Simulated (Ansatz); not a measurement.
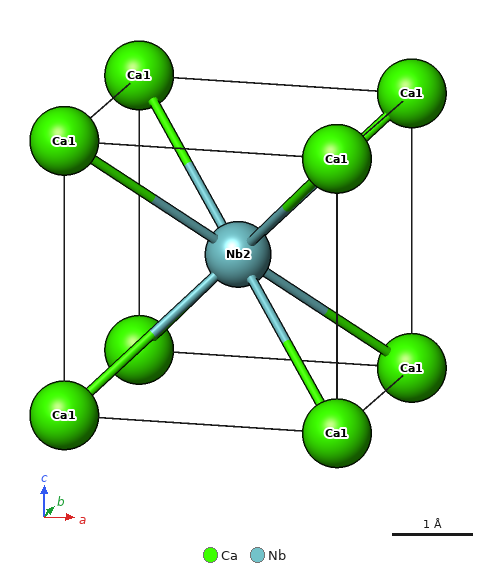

Starting structure of solid CaNb (built on the caesium chloride_221 type) (coarse preliminary run). A ball-and-stick model of the cell of the calculation, seen slightly off an axis.

Case: caesium chloride type (Pm-3m, No. 221).

Computed with DFT PBE, scalar-relativistic, plane waves, PAW (Ansatz 0.2.0).

Input file:
```yaml
crystal:
  lattice:
    - [3.5637312138, 0.0, 0.0]
    - [0.0, 3.5637312138, 0.0]
    - [0.0, 0.0, 3.5637312138]
  atoms:
    - { symbol: Ca, position: [0.0, 0.0, 0.0] }
    - { symbol: Nb, position: [0.5, 0.5, 0.5] }
basis:
  ecutwfc: 420
kpoints:
  mp_grid: { grid: [6, 6, 6] }
hamiltonian:
  xc: pbe
scf:
  occupations: { method: gaussian, width: 0.1 }
  lower_state_search: "off"
output:
  forces: true
  stress: true
  eigenvalues: true
relax:
  adjacent_minimum: "off"
  f_tol: 0.04
  max_steps: 70
  cell: { stress_tol: 0.4 }
```

Command:
```bash
ansatz run input.yaml --threads 1 --pin off --max-ram 2560MiB --backend cpu --events-out ev --progress --plain --runs-dir out
```

Where does the relaxation end?

Over 2 accepted moves (3 points after the start) the energy falls by 39.4 meV per atom. All forces vanish by symmetry, so only the cell relaxes. The pressure goes from 5.81 to −0.15 GPa. At 1 point the geometry stayed and the basis and grid were re-selected for the new cell (energy shift of 0.2 meV per atom at most each time). The atoms keep their places relative to the cell (all moves are under 0.005 Å). Cell: a = b = c 3.564 → 3.685 Å (+3.4 %). Volume +10.6 %. Near-neighbour distances that change, for instance: Ca1–Nb2 3.086 → 3.192 Å. The space group stays Pm-3m (No. 221). Cost: 3.9 s on 1 thread of Intel(R) Xeon(R) Platinum 8375C CPU @ 2.90GHz (Ice Lake), with other jobs on the host, peak memory 0.35 GiB.

Final geometry:

```
Ca Nb
1.0
     3.68524    0.00000    0.00000
     0.00000    3.68524    0.00000
     0.00000    0.00000    3.68524
Ca Nb
1 1
Direct
  0.00000 0.00000 0.00000
  0.50000 0.50000 0.50000
```

After the run, drawn alike:

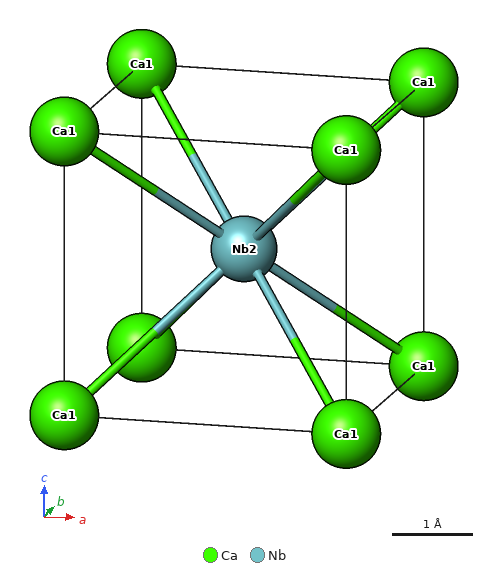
